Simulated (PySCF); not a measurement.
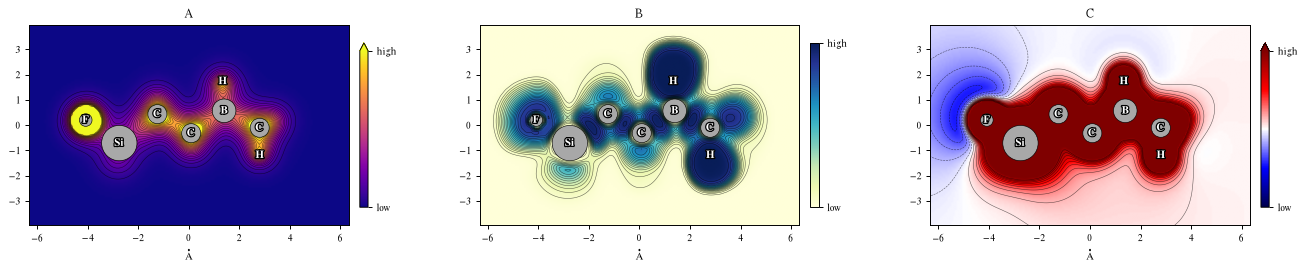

C$_{3}$H$_{10}$BFSi (SMILES CBCC[SiH2]F): 3 fields on the plane of atoms B2, C3 and C4, with unlabelled colour scales. Grey discs cover the atomic cores.

Geometry: GFN2-xTB.

Method: CAM-B3LYP/def2-SVPD, SCF density, gas phase (PySCF).

```tsv
atom	x (Å)	y (Å)	z (Å)
C	-2.8486	0.3055	0.4021
B	-1.5164	-0.5273	0.3722
C	-0.1343	0.2042	0.1721
C	1.1249	-0.6589	0.3428
Si	2.7359	0.3156	0.1440
F	3.9690	-0.7216	0.2542
H	-3.6230	-0.1395	-0.2205
H	-3.2508	0.2962	1.4160
H	-2.7358	1.3468	0.1102
H	-1.5651	-1.6907	0.5149
H	-0.0737	1.0642	0.8466
H	-0.1249	0.6445	-0.8312
H	1.0910	-1.4775	-0.3799
H	1.0977	-1.1284	1.3292
H	2.9606	1.2632	1.2285
H	2.8860	0.9125	-1.1776
```

Q: Which field does each panel show? The fields are: electron density, electron localisation function and electrostatic potential.

A: Panel A: electron density. Panel B: electron localisation function. Panel C: electrostatic potential (strongly positive close to the atoms, with negative regions outside electron-rich atoms). From the grid: C–C (1.54 Å): ρ at the midpoint is about 1.6 e/Å³; the ELF peaks at about 0.95 between the atoms: localised, covalent bonding. C–B (1.57 Å): ρ at the midpoint is about 1.4 e/Å³; the ELF peaks at about 1 between the atoms; a shared electron pair.
